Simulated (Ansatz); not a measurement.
# SiS (singlet): revPBE, r2SCAN over a scan of the distance Si1–S2, cc-pVDZ

Aim: run SiS (singlet) with these functionals over a scan of the distance Si1–S2, and hold them against the top wave-function level at the same points.

The runs use Ansatz 0.2.0, Gaussian basis; cc-pVDZ, all electrons in the functionals.

To be run: revPBE, r2SCAN, at 1.532 Å; 1.764 Å; 1.930 Å; 2.098 Å; 2.344 Å; 2.619 Å; 3.150 Å; 3.577 Å; 4.165 Å; 5.178 Å; 6.716 Å.

19 further runs of the same task are left out: 2 for a known fault of the program, 14 that didn't finish, 3 set aside as unsound or not needed.

### 1 The system

The geometry derives from a PBE0/def2-TZVP stationary point (not a proven minimum). One bond is set to the value named and the two fragments are kept rigid.

2 atoms, charge 0, spin multiplicity 1.

Atoms are counted from 1 here; the program's logs count them from 0.

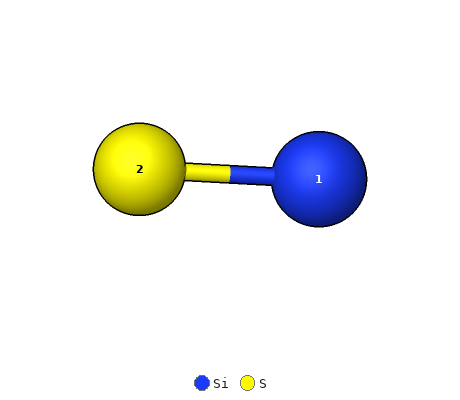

The geometry (silicon blue, sulfur yellow); atoms are numbered from 1 in the order of the file.

No dispersion term is added.

The geometry shown and the zero of energy belong to the point 1.930 Å. The yardstick, RCCSDTQ, and other wave-function levels (R restricted, U unrestricted, valence and pair active spaces) come from earlier runs.

### 2 revPBE, 1.532 Å

Input file in.yaml:

```yaml
crystal:
  periodic: [false, false, false]
  atoms:
    - {symbol: Si, position_ang: [0.000000, 0.000000, 0.000000]}
    - {symbol: S, position_ang: [0.000000, 0.000000, 1.532000]}
basis:
  gaussian: {orbitals: cc-pVDZ}
hamiltonian: {xc: {name: revPBE}}
```

On the command line:

```
ansatz run in.yaml --threads 1 --pin off --events-out ev --progress --plain --max-ram 2393MiB
```

What it wrote:

```text
Functional definition: revPBE
  name "revPBE"
  cite "Zhang & Yang, Phys. Rev. Lett. 80, 890 (1998) doi:10.1103/PhysRevLett.80.890"
  cite "Perdew, Burke & Ernzerhof, Phys. Rev. Lett. 77, 3865 (1996) doi:10.1103/PhysRevLett.77.3865"
  parameter kappa = 1.245
  parameter beta = 0.06672455060314922
  exchange = pbe_x(kappa = kappa, mu = beta*pi^2/3)
  correlation = pbe_c(beta = beta)
377 factors; integrals over basis functions are off by at most 1.2e-3 eV
mean field evaluation 1: about -18702.0892 eV, gradient 2.4e1 eV
mean field evaluation 2: about -18701.3113 eV, gradient 2.9e1 eV
mean field evaluation 4: about -18703.9708 eV, gradient 8.6e-1 eV
mean field evaluation 8: about -18703.9734 eV, gradient 1.1e-3 eV
mean field -18703.97341270 eV, -687.3583449081 hartree, gradient 6.4e-6 eV, S^2 0.000000; 0 other end points of the search recorded, 0 dependent functions left out
reference -18703.97344042 eV, -687.3583459268 hartree; 15, 15 occupied and 21, 21 virtual orbitals, 377 factors
Total energy: -18703.97344042 eV, -687.3583459268 hartree
```

Run time: 0.51 s. Hardware: 1 thread of Arm Neoverse V1, shared host.

### 3 revPBE, 1.764 Å

Input file in.yaml:

```yaml
crystal:
  periodic: [false, false, false]
  atoms:
    - {symbol: Si, position_ang: [0.000000, 0.000000, 0.000000]}
    - {symbol: S, position_ang: [0.000000, 0.000000, 1.764000]}
basis:
  gaussian: {orbitals: cc-pVDZ}
hamiltonian: {xc: {name: revPBE}}
```

The command is unchanged.

What it wrote:

```text
Functional definition: revPBE
  name "revPBE"
  cite "Zhang & Yang, Phys. Rev. Lett. 80, 890 (1998) doi:10.1103/PhysRevLett.80.890"
  cite "Perdew, Burke & Ernzerhof, Phys. Rev. Lett. 77, 3865 (1996) doi:10.1103/PhysRevLett.77.3865"
  parameter kappa = 1.245
  parameter beta = 0.06672455060314922
  exchange = pbe_x(kappa = kappa, mu = beta*pi^2/3)
  correlation = pbe_c(beta = beta)
377 factors; integrals over basis functions are off by at most 9.8e-4 eV
mean field evaluation 1: about -18707.4111 eV, gradient 2.1e1 eV
mean field evaluation 2: about -18702.1576 eV, gradient 4.4e1 eV
mean field evaluation 4: about -18708.8005 eV, gradient 1.4e0 eV
mean field evaluation 8: about -18708.8055 eV, gradient 3.8e-3 eV
mean field -18708.80548516 eV, -687.5359202957 hartree, gradient 2.5e-5 eV, S^2 0.000000; 0 other end points of the search recorded, 0 dependent functions left out
reference -18708.80551337 eV, -687.5359213326 hartree; 15, 15 occupied and 21, 21 virtual orbitals, 377 factors
Total energy: -18708.80551337 eV, -687.5359213326 hartree
```

Run time: 0.51 s. Hardware: 1 thread of Arm Neoverse V1, shared host.

### 4 revPBE, 1.930 Å

Input file in.yaml:

```yaml
crystal:
  periodic: [false, false, false]
  atoms:
    - {symbol: Si, position_ang: [0.000000, 0.000000, 0.000000]}
    - {symbol: S, position_ang: [0.000000, 0.000000, 1.930000]}
basis:
  gaussian: {orbitals: cc-pVDZ}
hamiltonian: {xc: {name: revPBE}}
```

The command is unchanged.

What it wrote:

```text
Functional definition: revPBE
  name "revPBE"
  cite "Zhang & Yang, Phys. Rev. Lett. 80, 890 (1998) doi:10.1103/PhysRevLett.80.890"
  cite "Perdew, Burke & Ernzerhof, Phys. Rev. Lett. 77, 3865 (1996) doi:10.1103/PhysRevLett.77.3865"
  parameter kappa = 1.245
  parameter beta = 0.06672455060314922
  exchange = pbe_x(kappa = kappa, mu = beta*pi^2/3)
  correlation = pbe_c(beta = beta)
377 factors; integrals over basis functions are off by at most 8.6e-4 eV
mean field evaluation 1: about -18708.0851 eV, gradient 2.1e1 eV
mean field evaluation 2: about -18686.7803 eV, gradient 7.6e1 eV
mean field evaluation 4: about -18709.6145 eV, gradient 3.6e0 eV
mean field evaluation 8: about -18709.6581 eV, gradient 2.2e-2 eV
mean field -18709.65813376 eV, -687.5672545539 hartree, gradient 1.3e-5 eV, S^2 0.000000; 0 other end points of the search recorded, 0 dependent functions left out
reference -18709.65816248 eV, -687.5672556092 hartree; 15, 15 occupied and 21, 21 virtual orbitals, 377 factors
Total energy: -18709.65816248 eV, -687.5672556092 hartree
```

It took 0.51 s on 1 thread of Arm Neoverse V1, shared host.

### 5 revPBE, 2.098 Å

Input file in.yaml:

```yaml
crystal:
  periodic: [false, false, false]
  atoms:
    - {symbol: Si, position_ang: [0.000000, 0.000000, 0.000000]}
    - {symbol: S, position_ang: [0.000000, 0.000000, 2.098000]}
basis:
  gaussian: {orbitals: cc-pVDZ}
hamiltonian: {xc: {name: revPBE}}
```

Launched as before.

What it wrote:

```text
Functional definition: revPBE
  name "revPBE"
  cite "Zhang & Yang, Phys. Rev. Lett. 80, 890 (1998) doi:10.1103/PhysRevLett.80.890"
  cite "Perdew, Burke & Ernzerhof, Phys. Rev. Lett. 77, 3865 (1996) doi:10.1103/PhysRevLett.77.3865"
  parameter kappa = 1.245
  parameter beta = 0.06672455060314922
  exchange = pbe_x(kappa = kappa, mu = beta*pi^2/3)
  correlation = pbe_c(beta = beta)
377 factors; integrals over basis functions are off by at most 1.0e-3 eV
mean field evaluation 1: about -18707.2045 eV, gradient 2.4e1 eV
mean field evaluation 2: about -18656.0933 eV, gradient 1.0e2 eV
mean field evaluation 4: about -18709.4292 eV, gradient 5.1e0 eV
mean field evaluation 8: about -18709.5260 eV, gradient 8.5e-2 eV
mean field -18709.52606163 eV, -687.5624009925 hartree, gradient 2.1e-5 eV, S^2 0.000000; 0 other end points of the search recorded, 0 dependent functions left out
reference -18709.52609098 eV, -687.5624020713 hartree; 15, 15 occupied and 21, 21 virtual orbitals, 377 factors
Total energy: -18709.52609098 eV, -687.5624020713 hartree
```

It took 0.51 s on 1 thread of Arm Neoverse V1, shared host.

From 1.930 Å: +12.7 kJ/mol.

### 6 revPBE, 2.344 Å

Input file in.yaml:

```yaml
crystal:
  periodic: [false, false, false]
  atoms:
    - {symbol: Si, position_ang: [0.000000, 0.000000, 0.000000]}
    - {symbol: S, position_ang: [0.000000, 0.000000, 2.344000]}
basis:
  gaussian: {orbitals: cc-pVDZ}
magnetization: {spin_polarized: true, initial_magnetization: 0}
hamiltonian: {xc: {name: revPBE}}
```

The command is unchanged.

What it wrote:

```text
Functional definition: revPBE
  name "revPBE"
  cite "Zhang & Yang, Phys. Rev. Lett. 80, 890 (1998) doi:10.1103/PhysRevLett.80.890"
  cite "Perdew, Burke & Ernzerhof, Phys. Rev. Lett. 77, 3865 (1996) doi:10.1103/PhysRevLett.77.3865"
  parameter kappa = 1.245
  parameter beta = 0.06672455060314922
  exchange = pbe_x(kappa = kappa, mu = beta*pi^2/3)
  correlation = pbe_c(beta = beta)
377 factors; integrals over basis functions are off by at most 1.3e-3 eV
mean field evaluation 1: about -18704.1724 eV, gradient 2.2e1 eV
mean field evaluation 2: about -18614.4477 eV, gradient 8.1e1 eV
mean field evaluation 4: about -18708.4381 eV, gradient 4.2e0 eV
mean field evaluation 8: about -18708.5847 eV, gradient 2.9e-1 eV
mean field evaluation 16: about -18707.6320 eV, gradient 6.3e0 eV
mean field -18708.58285717 eV, -687.5277388681 hartree, gradient 1.7e-5 eV, S^2 0.000000; 2 other end points of the search recorded, 0 dependent functions left out
reference -18708.58288738 eV, -687.5277399783 hartree; 15, 15 occupied and 21, 21 virtual orbitals, 377 factors
Total energy: -18708.58288738 eV, -687.5277399783 hartree
```

It took 0.96 s on 1 thread of Arm Neoverse V1, shared host.

From the report: ⟨S²⟩ of the determinant 0.000 (pure singlet: 0.00).

From 1.930 Å: +103.7 kJ/mol.

### 7 revPBE, 2.619 Å

in.yaml: that of step 6 with these lines changed.

```diff
@@ -4,3 +4,3 @@
     - {symbol: Si, position_ang: [0.000000, 0.000000, 0.000000]}
-    - {symbol: S, position_ang: [0.000000, 0.000000, 2.344000]}
+    - {symbol: S, position_ang: [0.000000, 0.000000, 2.619000]}
 basis:
```

The command is unchanged.

What it wrote, shortened:

```text
Functional definition: revPBE
  name "revPBE"
  cite "Zhang & Yang, Phys. Rev. Lett. 80, 890 (1998) doi:10.1103/PhysRevLett.80.890"
  cite "Perdew, Burke & Ernzerhof, Phys. Rev. Lett. 77, 3865 (1996) doi:10.1103/PhysRevLett.77.3865"
[...]
379 factors; integrals over basis functions are off by at most 9.3e-4 eV
[...]
mean field -18707.27251608 eV, -687.4795847212 hartree, gradient 5.7e-6 eV, S^2 0.144477; 10 other end points of the search recorded, 0 dependent functions left out
reference -18707.27254761 eV, -687.4795858801 hartree; 15, 15 occupied and 21, 21 virtual orbitals, 379 factors
Total energy: -18707.27254761 eV, -687.4795858801 hartree
```

Run time: 5.5 s. Hardware: 1 thread of Arm Neoverse V1, shared host.

From the report: ⟨S²⟩ of the determinant 0.144 (pure singlet: 0.00).

From 1.930 Å: +230.2 kJ/mol.

### 8 revPBE, 3.150 Å

in.yaml: that of step 7 with these lines changed.

```diff
@@ -4,3 +4,3 @@
     - {symbol: Si, position_ang: [0.000000, 0.000000, 0.000000]}
-    - {symbol: S, position_ang: [0.000000, 0.000000, 2.619000]}
+    - {symbol: S, position_ang: [0.000000, 0.000000, 3.150000]}
 basis:
```

Launched as before.

What it wrote, shortened:

```text
Functional definition: revPBE
  name "revPBE"
  cite "Zhang & Yang, Phys. Rev. Lett. 80, 890 (1998) doi:10.1103/PhysRevLett.80.890"
  cite "Perdew, Burke & Ernzerhof, Phys. Rev. Lett. 77, 3865 (1996) doi:10.1103/PhysRevLett.77.3865"
[...]
379 factors; integrals over basis functions are off by at most 5.4e-4 eV
[...]
mean field -18705.44697437 eV, -687.4124973008 hartree, gradient 1.2e-5 eV, S^2 1.043328; 12 other end points of the search recorded, 0 dependent functions left out
reference -18705.44701086 eV, -687.4124986416 hartree; 15, 15 occupied and 21, 21 virtual orbitals, 379 factors
Total energy: -18705.44701086 eV, -687.4124986416 hartree
```

Wall time 7.5 s (1 thread of Arm Neoverse V1, shared host).

From the report: ⟨S²⟩ of the determinant 1.043 (pure singlet: 0.00). The determinant is far from a pure spin state, so its energy mixes those of several spin states (harmless only where they are near-degenerate, as at dissociation).

From 1.930 Å: +406.3 kJ/mol.

### 9 revPBE, 3.577 Å

in.yaml: that of step 8 with these lines changed.

```diff
@@ -4,3 +4,3 @@
     - {symbol: Si, position_ang: [0.000000, 0.000000, 0.000000]}
-    - {symbol: S, position_ang: [0.000000, 0.000000, 3.150000]}
+    - {symbol: S, position_ang: [0.000000, 0.000000, 3.577000]}
 basis:
```

Same command.

What it wrote, shortened:

```text
Functional definition: revPBE
  name "revPBE"
  cite "Zhang & Yang, Phys. Rev. Lett. 80, 890 (1998) doi:10.1103/PhysRevLett.80.890"
  cite "Perdew, Burke & Ernzerhof, Phys. Rev. Lett. 77, 3865 (1996) doi:10.1103/PhysRevLett.77.3865"
[...]
381 factors; integrals over basis functions are off by at most 3.7e-4 eV
[...]
mean field -18704.63626436 eV, -687.3827042575 hartree, gradient 3.1e-6 eV, S^2 1.419608; 12 other end points of the search recorded, 0 dependent functions left out
reference -18704.63630285 eV, -687.3827056720 hartree; 15, 15 occupied and 21, 21 virtual orbitals, 381 factors
Total energy: -18704.63630285 eV, -687.3827056720 hartree
```

It took 9.5 s on 1 thread of Arm Neoverse V1, shared host.

From the report: ⟨S²⟩ of the determinant 1.420 (pure singlet: 0.00). The determinant is far from a pure spin state, so its energy mixes those of several spin states (harmless only where they are near-degenerate, as at dissociation).

From 1.930 Å: +484.5 kJ/mol.

### 10 revPBE, 4.165 Å

in.yaml: that of step 9 with these lines changed.

```diff
@@ -4,3 +4,3 @@
     - {symbol: Si, position_ang: [0.000000, 0.000000, 0.000000]}
-    - {symbol: S, position_ang: [0.000000, 0.000000, 3.577000]}
+    - {symbol: S, position_ang: [0.000000, 0.000000, 4.165000]}
 basis:
```

The command is unchanged.

What it wrote, shortened:

```text
Functional definition: revPBE
  name "revPBE"
  cite "Zhang & Yang, Phys. Rev. Lett. 80, 890 (1998) doi:10.1103/PhysRevLett.80.890"
  cite "Perdew, Burke & Ernzerhof, Phys. Rev. Lett. 77, 3865 (1996) doi:10.1103/PhysRevLett.77.3865"
[...]
380 factors; integrals over basis functions are off by at most 1.4e-4 eV
[...]
mean field -18704.05918630 eV, -687.3614970300 hartree, gradient 3.0e-6 eV, S^2 1.672144; 20 other end points of the search recorded, 0 dependent functions left out
reference -18704.05922505 eV, -687.3614984539 hartree; 15, 15 occupied and 21, 21 virtual orbitals, 380 factors
Total energy: -18704.05922505 eV, -687.3614984539 hartree
```

It took 13 s on 1 thread of Arm Neoverse V1, shared host.

From the report: ⟨S²⟩ of the determinant 1.672 (pure singlet: 0.00). The determinant is far from a pure spin state, so its energy mixes those of several spin states (harmless only where they are near-degenerate, as at dissociation).

From 1.930 Å: +540.2 kJ/mol.

### 11 revPBE, 5.178 Å

in.yaml: that of step 10 with these lines changed.

```diff
@@ -4,3 +4,3 @@
     - {symbol: Si, position_ang: [0.000000, 0.000000, 0.000000]}
-    - {symbol: S, position_ang: [0.000000, 0.000000, 4.165000]}
+    - {symbol: S, position_ang: [0.000000, 0.000000, 5.178000]}
 basis:
```

The command is unchanged.

What it wrote, shortened:

```text
Functional definition: revPBE
  name "revPBE"
  cite "Zhang & Yang, Phys. Rev. Lett. 80, 890 (1998) doi:10.1103/PhysRevLett.80.890"
  cite "Perdew, Burke & Ernzerhof, Phys. Rev. Lett. 77, 3865 (1996) doi:10.1103/PhysRevLett.77.3865"
[...]
378 factors; integrals over basis functions are off by at most 1.2e-4 eV
[...]
mean field -18703.74565065 eV, -687.3499748073 hartree, gradient 1.4e-6 eV, S^2 1.870456; 25 other end points of the search recorded, 0 dependent functions left out
reference -18703.74569170 eV, -687.3499763160 hartree; 15, 15 occupied and 21, 21 virtual orbitals, 378 factors
Total energy: -18703.74569170 eV, -687.3499763160 hartree
```

Run time: 23 s. Hardware: 1 thread of Arm Neoverse V1, shared host.

From the report: ⟨S²⟩ of the determinant 1.870 (pure singlet: 0.00). The determinant is far from a pure spin state, so its energy mixes those of several spin states (harmless only where they are near-degenerate, as at dissociation).

From 1.930 Å: +570.5 kJ/mol.

### 12 revPBE, 6.716 Å

in.yaml: that of step 11 with these lines changed.

```diff
@@ -4,3 +4,3 @@
     - {symbol: Si, position_ang: [0.000000, 0.000000, 0.000000]}
-    - {symbol: S, position_ang: [0.000000, 0.000000, 5.178000]}
+    - {symbol: S, position_ang: [0.000000, 0.000000, 6.716000]}
 basis:
```

Same command.

What it wrote, shortened:

```text
Functional definition: revPBE
  name "revPBE"
  cite "Zhang & Yang, Phys. Rev. Lett. 80, 890 (1998) doi:10.1103/PhysRevLett.80.890"
  cite "Perdew, Burke & Ernzerhof, Phys. Rev. Lett. 77, 3865 (1996) doi:10.1103/PhysRevLett.77.3865"
[...]
377 factors; integrals over basis functions are off by at most 1.2e-4 eV
[...]
mean field -18703.68147233 eV, -687.3476162975 hartree, gradient 1.9e-7 eV, S^2 1.918469; 30 other end points of the search recorded, 0 dependent functions left out
reference -18703.68151798 eV, -687.3476179750 hartree; 15, 15 occupied and 21, 21 virtual orbitals, 377 factors
Total energy: -18703.68151798 eV, -687.3476179750 hartree
```

Run time: 32 s. Hardware: 1 thread of Arm Neoverse V1, shared host.

From the report: ⟨S²⟩ of the determinant 1.918 (pure singlet: 0.00). The determinant is far from a pure spin state, so its energy mixes those of several spin states (harmless only where they are near-degenerate, as at dissociation).

From 1.930 Å: +576.7 kJ/mol.

### 13 r2SCAN, 1.532 Å

Input file in.yaml:

```yaml
crystal:
  periodic: [false, false, false]
  atoms:
    - {symbol: Si, position_ang: [0.000000, 0.000000, 0.000000]}
    - {symbol: S, position_ang: [0.000000, 0.000000, 1.532000]}
basis:
  gaussian: {orbitals: cc-pVDZ}
hamiltonian: {xc: {name: r2SCAN}}
```

Launched as before.

What it wrote:

```text
Functional definition: r2SCAN
  name "r2SCAN"
  cite "Furness, Kaplan, Ning, Perdew & Sun, J. Phys. Chem. Lett. 11, 8208 (2020) doi:10.1021/acs.jpclett.0c02405"
  cite "Furness, Kaplan, Ning, Perdew & Sun, J. Phys. Chem. Lett. 11, 9248 (2020) doi:10.1021/acs.jpclett.0c03077"
  parent r2scan
  parameter k0 = 0.174
  parameter k1 = 0.065
  parameter a1 = 4.9479
  exchange = r2scan_x(k0 = k0, k1 = k1, a1 = a1)
  correlation = r2scan_c
377 factors; integrals over basis functions are off by at most 1.2e-3 eV
mean field evaluation 1: about -18704.6230 eV, gradient 2.2e1 eV
mean field evaluation 2: about -18704.4535 eV, gradient 2.3e1 eV
mean field evaluation 4: about -18706.1383 eV, gradient 5.5e-1 eV
mean field evaluation 8: about -18706.1326 eV, gradient 3.3e-4 eV
mean field -18706.13257168 eV, -687.4376925371 hartree, gradient 3.6e-5 eV, S^2 0.000000; 0 other end points of the search recorded, 0 dependent functions left out
reference -18706.13257762 eV, -687.4376927555 hartree; 15, 15 occupied and 21, 21 virtual orbitals, 377 factors
Total energy: -18706.13257762 eV, -687.4376927555 hartree
```

It took 1.2 s on 1 thread of Arm Neoverse V1, shared host.

### 14 r2SCAN, 1.764 Å

Input file in.yaml:

```yaml
crystal:
  periodic: [false, false, false]
  atoms:
    - {symbol: Si, position_ang: [0.000000, 0.000000, 0.000000]}
    - {symbol: S, position_ang: [0.000000, 0.000000, 1.764000]}
basis:
  gaussian: {orbitals: cc-pVDZ}
hamiltonian: {xc: {name: r2SCAN}}
```

Launched as before.

What it wrote:

```text
Functional definition: r2SCAN
  name "r2SCAN"
  cite "Furness, Kaplan, Ning, Perdew & Sun, J. Phys. Chem. Lett. 11, 8208 (2020) doi:10.1021/acs.jpclett.0c02405"
  cite "Furness, Kaplan, Ning, Perdew & Sun, J. Phys. Chem. Lett. 11, 9248 (2020) doi:10.1021/acs.jpclett.0c03077"
  parent r2scan
  parameter k0 = 0.174
  parameter k1 = 0.065
  parameter a1 = 4.9479
  exchange = r2scan_x(k0 = k0, k1 = k1, a1 = a1)
  correlation = r2scan_c
377 factors; integrals over basis functions are off by at most 9.8e-4 eV
mean field evaluation 1: about -18709.7243 eV, gradient 1.9e1 eV
mean field evaluation 2: about -18706.5108 eV, gradient 3.6e1 eV
mean field evaluation 4: about -18710.8705 eV, gradient 9.0e-1 eV
mean field evaluation 8: about -18710.8688 eV, gradient 6.9e-4 eV
mean field -18710.86880628 eV, -687.6117459483 hartree, gradient 7.5e-6 eV, S^2 0.000000; 0 other end points of the search recorded, 0 dependent functions left out
reference -18710.86881231 eV, -687.6117461698 hartree; 15, 15 occupied and 21, 21 virtual orbitals, 377 factors
Total energy: -18710.86881231 eV, -687.6117461698 hartree
```

Run time: 1.2 s. Hardware: 1 thread of Arm Neoverse V1, shared host.

### 15 r2SCAN, 1.930 Å

Input file in.yaml:

```yaml
crystal:
  periodic: [false, false, false]
  atoms:
    - {symbol: Si, position_ang: [0.000000, 0.000000, 0.000000]}
    - {symbol: S, position_ang: [0.000000, 0.000000, 1.930000]}
basis:
  gaussian: {orbitals: cc-pVDZ}
hamiltonian: {xc: {name: r2SCAN}}
```

Same command.

What it wrote:

```text
Functional definition: r2SCAN
  name "r2SCAN"
  cite "Furness, Kaplan, Ning, Perdew & Sun, J. Phys. Chem. Lett. 11, 8208 (2020) doi:10.1021/acs.jpclett.0c02405"
  cite "Furness, Kaplan, Ning, Perdew & Sun, J. Phys. Chem. Lett. 11, 9248 (2020) doi:10.1021/acs.jpclett.0c03077"
  parent r2scan
  parameter k0 = 0.174
  parameter k1 = 0.065
  parameter a1 = 4.9479
  exchange = r2scan_x(k0 = k0, k1 = k1, a1 = a1)
  correlation = r2scan_c
377 factors; integrals over basis functions are off by at most 8.6e-4 eV
mean field evaluation 1: about -18710.2782 eV, gradient 2.0e1 eV
mean field evaluation 2: about -18695.2453 eV, gradient 6.6e1 eV
mean field evaluation 4: about -18711.6119 eV, gradient 2.7e0 eV
mean field evaluation 8: about -18711.6317 eV, gradient 1.1e-1 eV
mean field -18711.63171661 eV, -687.6397823859 hartree, gradient 7.8e-5 eV, S^2 0.000000; 0 other end points of the search recorded, 0 dependent functions left out
reference -18711.63172269 eV, -687.6397826093 hartree; 15, 15 occupied and 21, 21 virtual orbitals, 377 factors
Total energy: -18711.63172269 eV, -687.6397826093 hartree
```

Wall time 1.2 s (1 thread of Arm Neoverse V1, shared host).

### 16 r2SCAN, 2.098 Å

Input file in.yaml:

```yaml
crystal:
  periodic: [false, false, false]
  atoms:
    - {symbol: Si, position_ang: [0.000000, 0.000000, 0.000000]}
    - {symbol: S, position_ang: [0.000000, 0.000000, 2.098000]}
basis:
  gaussian: {orbitals: cc-pVDZ}
hamiltonian: {xc: {name: r2SCAN}}
output: {forces: true}
```

The command is unchanged.

What it wrote, shortened:

```text
Functional definition: r2SCAN
  name "r2SCAN"
  cite "Furness, Kaplan, Ning, Perdew & Sun, J. Phys. Chem. Lett. 11, 8208 (2020) doi:10.1021/acs.jpclett.0c02405"
  cite "Furness, Kaplan, Ning, Perdew & Sun, J. Phys. Chem. Lett. 11, 9248 (2020) doi:10.1021/acs.jpclett.0c03077"
  parent r2scan
[...]
377 factors; integrals over basis functions are off by at most 1.0e-3 eV
[...]
mean field -18711.40736329 eV, -687.6315375536 hartree, gradient 3.3e-5 eV, S^2 0.000000; 0 other end points of the search recorded, 0 dependent functions left out
[...]
reference -18711.40736942 eV, -687.6315377787 hartree; 15, 15 occupied and 21, 21 virtual orbitals, 377 factors
Total energy: -18711.40736942 eV, -687.6315377787 hartree
Atom 0 at     0.000000     0.000000     0.000000 Å, force    -0.000000     0.000000     3.077212 eV/Å
Atom 1 at     0.000000     0.000000     2.098000 Å, force     0.000000    -0.000000    -3.077212 eV/Å
Dipole moment:     0.000000    -0.000000    -0.444986 e Å
```

It took 1.4 s on 1 thread of Arm Neoverse V1, shared host.

From 1.930 Å: +21.6 kJ/mol.

(Part 1 of 2 ends here.)
